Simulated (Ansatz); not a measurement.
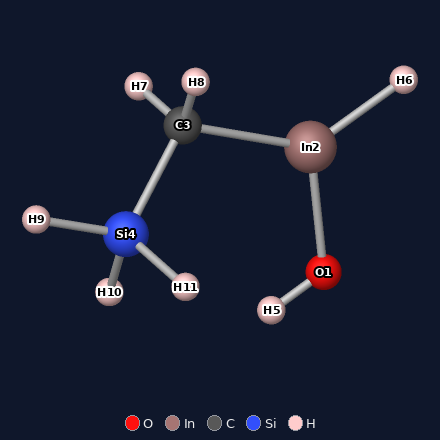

The system is CH₇InOSi, SMILES [OH][InH][CH2][SiH3]; the picture shows the reference structure. First axis: umbrella angle at In2 (between each of its bonds and their common axis; 90 is planar). Second axis: change of the bonds In2–O1, In2–C3, In2–H6, all alike. Nothing is relaxed (all other coordinates rigid). The grid has 9 × 9 points. Points are written as (first, second). Energies are in kJ/mol, from the relaxed molecule at the same level. Level of theory: RKS PBE0-D4/def2-SVP in Ansatz.

Its coordinates:

```yaml
atoms:
  - { symbol: O, position_ang: [-2.1017, 1.4079, 0.2944] }
  - { symbol: In, position_ang: [-0.9058, 0.3746, 1.5311] }
  - { symbol: C, position_ang: [0.6031, -0.8001, 0.5080] }
  - { symbol: Si, position_ang: [0.9149, -0.2123, -1.2407] }
  - { symbol: H, position_ang: [-1.9007, 1.2713, -0.6383] }
  - { symbol: H, position_ang: [-1.2918, 0.6182, 3.1840] }
  - { symbol: H, position_ang: [0.2471, -1.8448, 0.5035] }
  - { symbol: H, position_ang: [1.5268, -0.7764, 1.1089] }
  - { symbol: H, position_ang: [1.9257, -1.0478, -1.9638] }
  - { symbol: H, position_ang: [-0.3564, -0.2502, -2.0331] }
  - { symbol: H, position_ang: [1.4039, 1.2024, -1.2337] }
```

Range: umbrella angle at In2 (between each of its bonds and their common axis; 90 is planar) from 66 to 114°; change of the bonds In2–O1, In2–C3, In2–H6, all alike from −0.216 to 0.334 Å.

Question: What will the energy surface look like?

Answer: The lowest grid point is at (90°, −0.010 Å), 0.23 kJ/mol from the relaxed molecule at the same level. No other kind of well shows on this grid. The highest grid point, (114°, −0.216 Å), lies 277 kJ/mol above the lowest. Round the minimum the two coordinates are nearly uncoupled.

```csv
"second ↓, first →",66,72,78,84,90,96,102,108,114
0.334,219,190,170,157,153,157,169,189,216
0.265,178,146,124,111,106,110,123,144,175
0.196,142,108,84,69,64,69,83,106,139
0.128,114,78,51,36,30,35,50,76,112
0.059,98,58,30,13,7,12,29,57,97
−0.010,98,55,25,7,0,6,24,55,99
−0.079,121,75,42,22,16,22,42,75,124
−0.147,174,124,89,68,60,68,89,126,179
−0.216,268,215,176,153,146,154,178,218,277
```

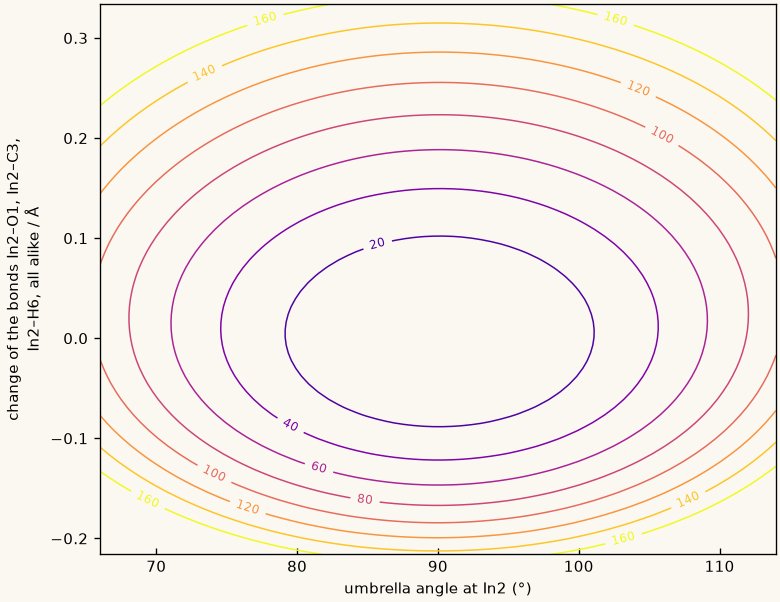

The picture shows contour lines labelled in kJ/mol (none above 160). Between grid points the surface is interpolated.

Each point was launched as `ansatz run input.yaml --threads 1 --pin off --max-ram 2560MiB --backend cpu --events-out ev --progress --plain --runs-dir out`. Time for the 81 points that were run: 11 min on 1 thread of Arm Neoverse V1, with other jobs on the host.
